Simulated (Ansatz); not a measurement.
Input file:

```
crystal:
  periodic: [false, false, false]
  atoms:
    - {symbol: C, position_ang: [-0.072768, -1.429912, 1.674609]}
    - {symbol: Ti, position_ang: [-0.102945, -0.344503, -0.190812]}
    - {symbol: Cl, position_ang: [-0.677520, -2.219262, -1.417333]}
    - {symbol: C, position_ang: [-2.473921, -0.124892, -0.024164]}
    - {symbol: C, position_ang: [-2.069538, 0.581447, -1.176353]}
    - {symbol: C, position_ang: [-1.262216, 1.654049, -0.767896]}
    - {symbol: C, position_ang: [-1.155684, 1.607744, 0.641020]}
    - {symbol: C, position_ang: [-1.920280, 0.516067, 1.096615]}
    - {symbol: C, position_ang: [2.171886, -1.087834, -0.353951]}
    - {symbol: C, position_ang: [2.123407, -0.061901, 0.612620]}
    - {symbol: C, position_ang: [1.744394, 1.125867, -0.035733]}
    - {symbol: C, position_ang: [1.552720, 0.831260, -1.407555]}
    - {symbol: C, position_ang: [1.836850, -0.531627, -1.598860]}
    - {symbol: H, position_ang: [0.118178, -0.814131, 2.557284]}
    - {symbol: H, position_ang: [-1.041607, -1.919580, 1.791101]}
    - {symbol: H, position_ang: [0.698005, -2.199786, 1.612490]}
    - {symbol: H, position_ang: [-3.054358, -1.033509, -0.015501]}
    - {symbol: H, position_ang: [-2.296443, 0.307228, -2.194968]}
    - {symbol: H, position_ang: [-0.799848, 2.382405, -1.414718]}
    - {symbol: H, position_ang: [-0.607119, 2.297066, 1.263544]}
    - {symbol: H, position_ang: [-2.046027, 0.219258, 2.124582]}
    - {symbol: H, position_ang: [2.372560, -2.130703, -0.165288]}
    - {symbol: H, position_ang: [2.327670, -0.173151, 1.665342]}
    - {symbol: H, position_ang: [1.628018, 2.092742, 0.427145]}
    - {symbol: H, position_ang: [1.266627, 1.529745, -2.177831]}
    - {symbol: H, position_ang: [1.739970, -1.074058, -2.525401]}
basis:
  gaussian: {orbitals: def2-TZVPP}
hamiltonian: {xc: pbe0, dispersion: d4}
output: {orbitals: {seedname: orbitals}}
```

Command:

```sh
ansatz run in.yaml --threads 11 --pin off --events-out ev --progress --plain --max-ram 110592MiB --backend cuda --devices 0, --max-vram 75GiB
```

Geometry: PBE0-D4/def2-TZVP.

Level of theory: Ansatz, RKS PBE0-D4/def2-TZVPP.

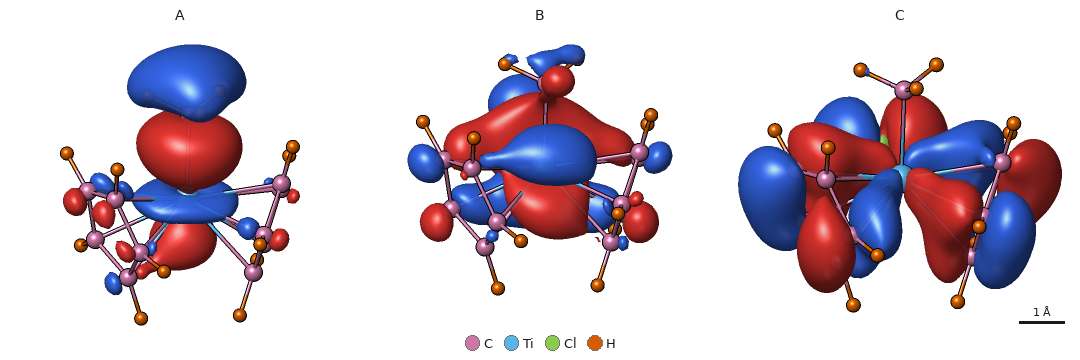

C$_{11}$H$_{13}$ClTi. Three frontier orbitals at ±0.08 Å⁻³ᐟ² (blue and red are the two phases), in no order.

Which picture is the HOMO−1, the HOMO and the LUMO?

Answer. A is the HOMO−1 (−7.19 eV). By Hirshfeld shares it lies mainly on C1 (about 45 %) and Ti2 (about 35 %). C is the HOMO (−6.56 eV). Its weight (Hirshfeld) is mainly on Cl3 (about 25 %), C4 (about 10 %), C9 (about 10 %), Ti2 (about 10 %), C11 (about 10 %) and C7 (about 5 %). B is the LUMO (−1.87 eV). It lies mainly on Ti2 (about 65 %) and Cl3 (about 10 %).

What is the HOMO–LUMO gap?

Answer. 4.69 eV between the orbital energies.
